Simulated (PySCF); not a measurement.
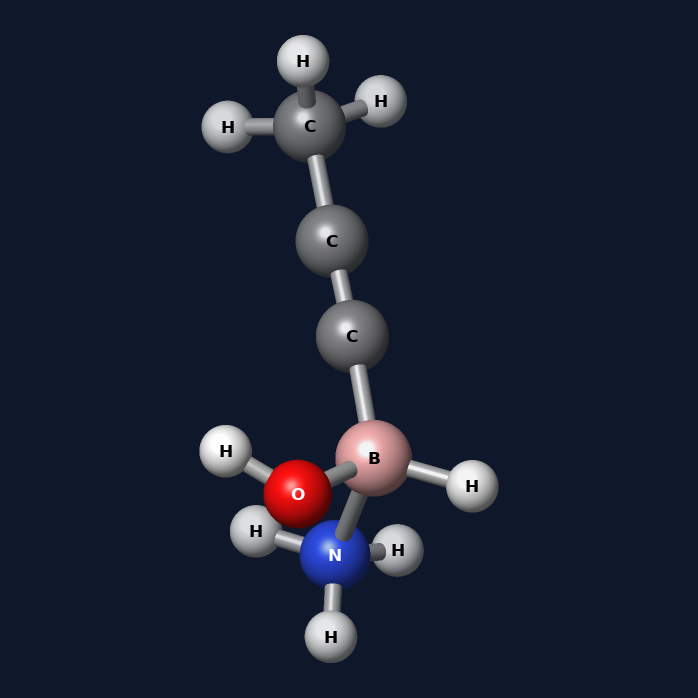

The picture shows a molecular structure as a ball-and-stick model.

The geometry was computed by an optimisation with GFN2-xTB. No frequency run is at hand to confirm it as a minimum.

Give the formula.

C₃H₈BNO, 14 atoms: 3 carbon, 8 hydrogen, 1 boron, 1 nitrogen and 1 oxygen.

Name some functional groups or characteristic bonds that it holds.

Among them: alkyne, B–H bond.

The parts below concern this one geometry. Atoms keep their numbers from picture to picture.

## Symmetry

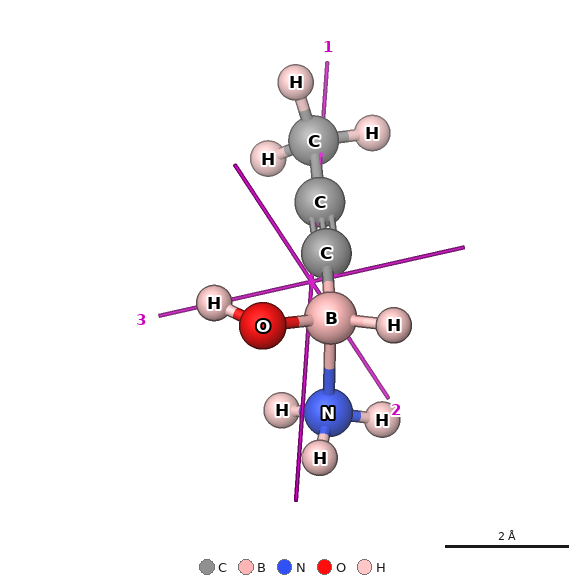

The three principal axes of inertia are drawn and numbered. Atoms fade into the background with distance from the viewer. No frequency run is at hand to confirm it as a minimum. Masses are those of the most abundant isotopes; constants are for the rigid equilibrium geometry.

Which line is the a axis (least moment of inertia), which b and which c?

a is line 1, b is line 2, c is line 3; the moments are 73.9, 312, 361 u Å².

Classify the rotor and give the rotational constants (GHz).

An asymmetric top (C1): A = 6.84, B = 1.62, C = 1.40 GHz. Ray's parameter κ is −0.92, close to the prolate limit.

## Electronic properties

No frequency run is at hand to confirm it as a minimum. Properties computed with PBE0/def2-SVPD, gas phase (PySCF 2.14.0). Excitations: vertical, linear response.

What does the calculation give?

- dipole moment: 4.58 D
- HOMO energy (Kohn–Sham orbital): −6.92 eV
- LUMO energy (Kohn–Sham orbital): −0.03 eV
- HOMO–LUMO gap: 6.89 eV
- mean static polarisability: 68.7 bohr³
- lowest vertical singlet excitation: 5.85 eV
- its oscillator strength: 0.030
- brightest of the 6 lowest singlets: 6.71 eV
- its oscillator strength: 0.05

## Charges

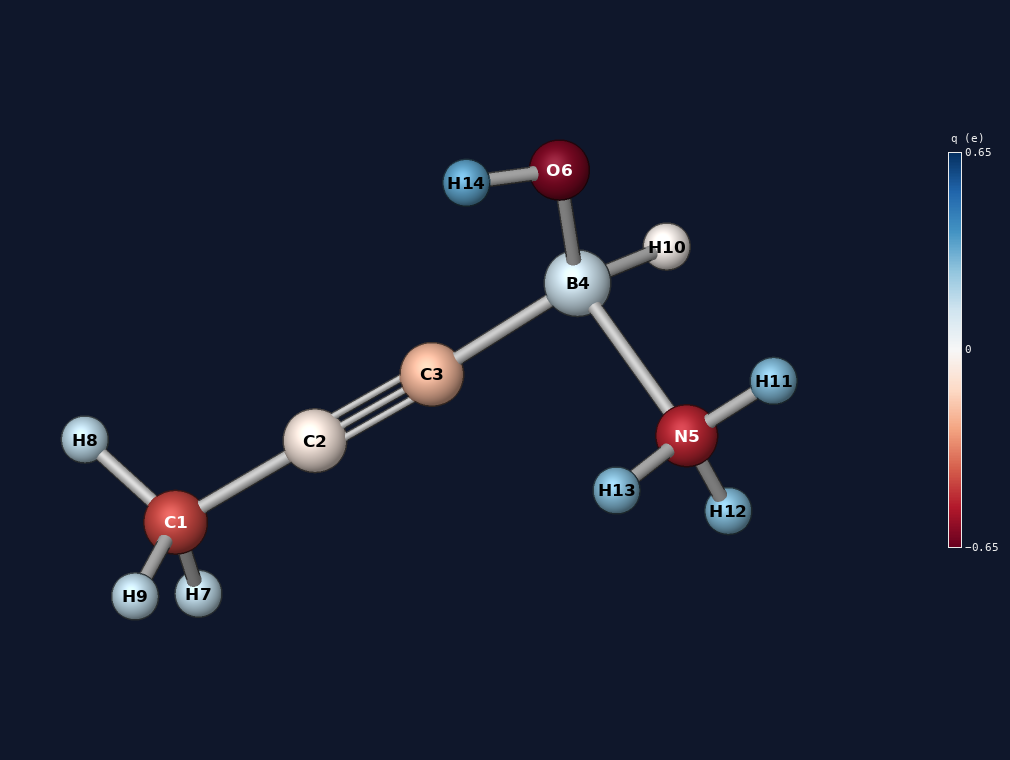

Atoms are coloured by their IAO charges. No frequency run is at hand to confirm it as a minimum. Method: PBE0/pcSseg-1, gas phase (PySCF 2.14.0).

Which atom carries the highest charge (most positive or least negative)?

H14 (0.34 e).

And the lowest?

O6 (−0.60 e).

List the IAO charges.

```tsv
atom	value (e)
C1	−0.43
C2	−0.06
C3	−0.21
B4	0.14
N5	−0.50
O6	−0.60
H7	0.17
H8	0.17
H9	0.16
H10	−0.03
H11	0.29
H12	0.29
H13	0.28
H14	0.34
```

## Quadrupole coupling

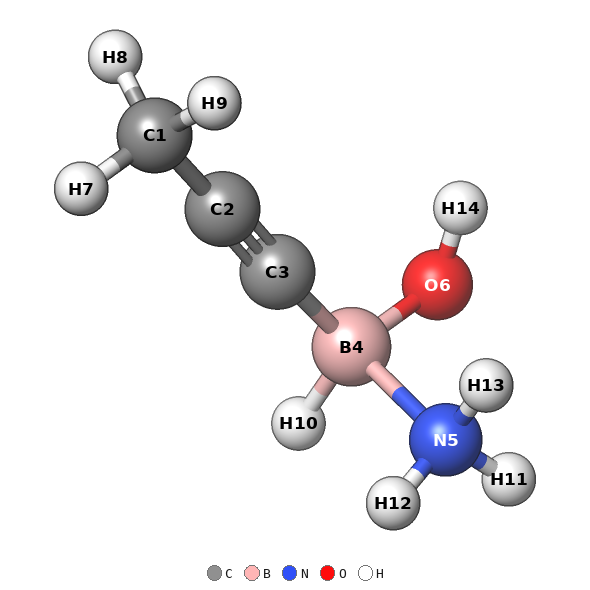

No frequency run is at hand to confirm it as a minimum. Electric field gradients from the ground-state density, PBE0/pcSseg-1 (PySCF 2.14.0), non-relativistic apart from any core potentials.

Give the largest field-gradient component, the quadrupole coupling constant and the asymmetry for 11B at B4 (Q = 40.59 mb), 14N at N5 (Q = 20.44 mb), 17O at O6 (Q = −25.6 mb), 2H at H7 (Q = 2.86 mb), 2H at H8 (Q = 2.86 mb).

```tsv
atom	V_zz (a.u.)	e²qQ/h (MHz)	η
B4	0.299	2.86	0.48
N5	−0.629	−3.02	0.03
O6	1.529	−9.20	0.53
H7	0.308	0.207	0.02
H8	0.308	0.207	0.02
```

The geometry is semi-empirical. Around B such bond lengths and angles can be off by a tenth of an ångström or more and by several degrees, and values that hang on the shape move with them.
